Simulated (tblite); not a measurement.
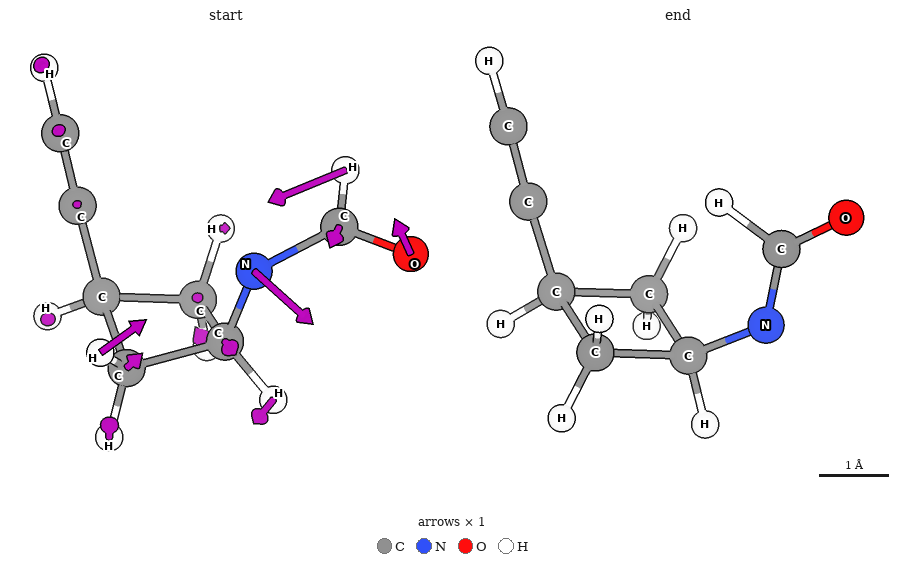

The structure of C$_{7}$H$_{8}$NO (multiplicity 2) before (left) and after (right) a relaxation, at one scale. The purple arrows give the displacements, at their true length.

The picture is a ball-and-stick view, seen at a tilt.

Computed with GFN2-xTB geometry optimisation, gas phase in tblite 0.8.0. 

**Describe what moved and what it gained.**

The largest move after the best rigid fit is that of an H atom, 1.52 Å. Largest moves by element: H 1.52 Å, N 1.31 Å, O 0.64 Å, C 0.44 Å. Near-neighbour distances that change, for instance: C–N 1.427 → 1.283 Å, C–H 1.073 → 1.139 Å, C–O 1.273 → 1.210 Å, C–C 1.488 → 1.443 Å. Among the angles between lasting bonds that change: N–C–O 119.4° → 134.1°, C–N–C 118.5° → 130.2°, N–C–H 122.1° → 110.4°. Groups turn about C–N by about 120°, C–N by about 85°. Over 87 geometry steps the energy falls by 1.344 eV. The run took 0.5 s on 1 thread of Arm Neoverse V2, on a shared host.
